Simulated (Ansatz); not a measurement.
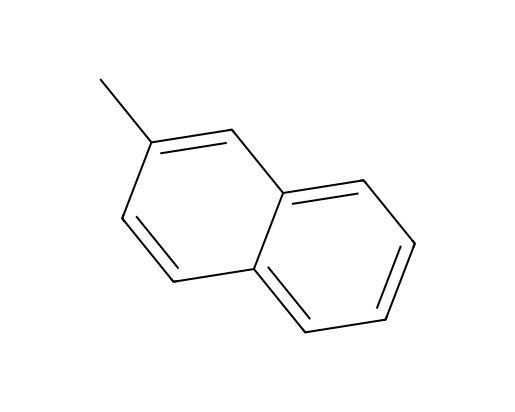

Structural formula above. The computed structure is the end point of a PBE0-D4/def2-TZVP optimisation. No frequency run is at hand to confirm it as a minimum.

Describe the 3D structure.

Formula C11H10. Its SMILES string is `Cc1ccc2ccccc2c1`. Independent rings (smallest set): 2 of 6 members, 2 of them aromatic. The point group is Cs. Coordination: 1 C tetrahedral; 10 C trigonal planar.

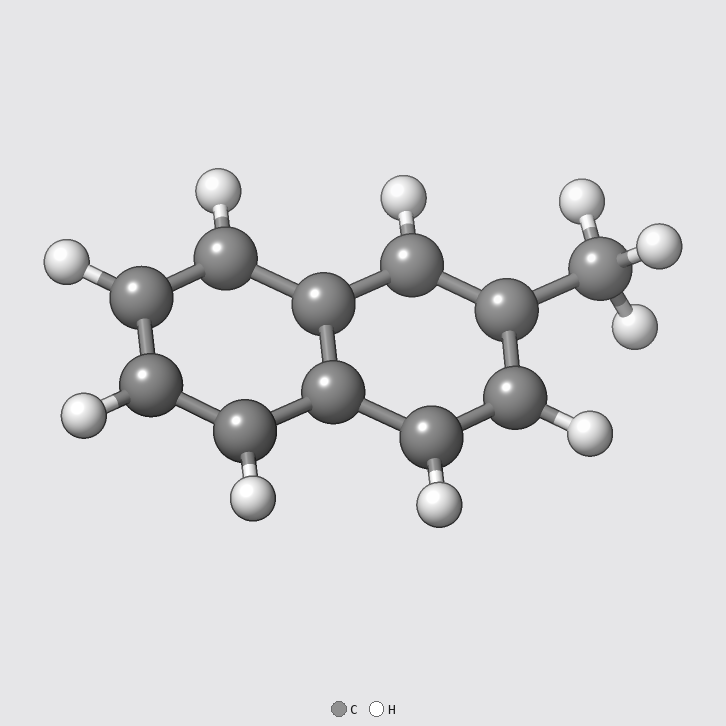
